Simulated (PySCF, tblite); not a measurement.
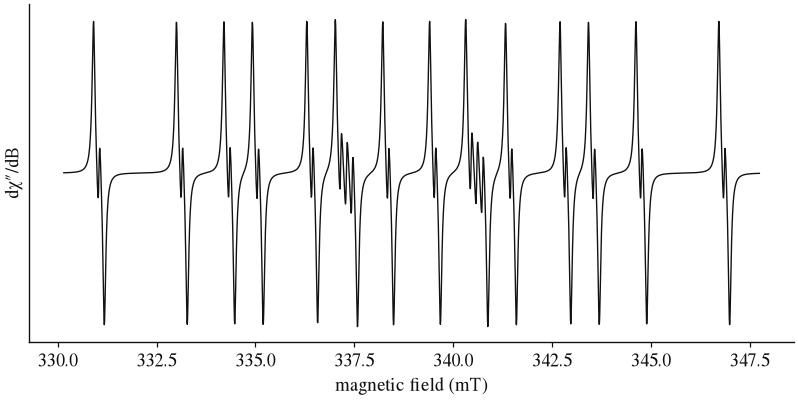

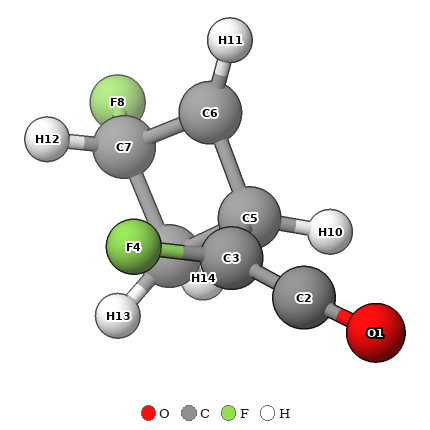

First-order isotropic EPR spectrum (fast tumbling, first derivative) of C₆H₅F₂O, SMILES O=C=C(F)[C@@H]1[CH][C@@H](F)C1, doublet at 9.50 GHz, Lorentzian lines of 0.10 mT full width at half height, from computed g and hyperfine couplings (B3LYP/pcH-1, PySCF 2.14.0, at a GFN2-xTB geometry (a minimum by its frequencies), gas phase); values of one conformer, averaged over methyl-type rotors alone; other conformers aren't averaged in; no vibrational averaging; dilute isotopes left out. The SMILES is one Lewis form and needn't show where the spin sits.

Which couplings does the calculation give? The spectrum shows the sizes of those above the line width, not their signs.

Answer.
```
nuclei  isotope  a (mT)  a (MHz)
    F8      ¹⁹F    6.40    179.4
   H10       ¹H    4.02    112.6
   H12       ¹H    3.29     92.3
   H11       ¹H   −2.09    −58.6
    F4      ¹⁹F    0.15      4.2
   H13       ¹H    0.06      1.6
   H14       ¹H    0.04      1.1
```

What is the g value, and how wide is the spectrum?

Answer. g_iso = 2.0025, which centres the spectrum at 339.0 mT; it spans 16.1 mT.

Note: the tight-binding geometry is rougher than a DFT one and adds to the error.
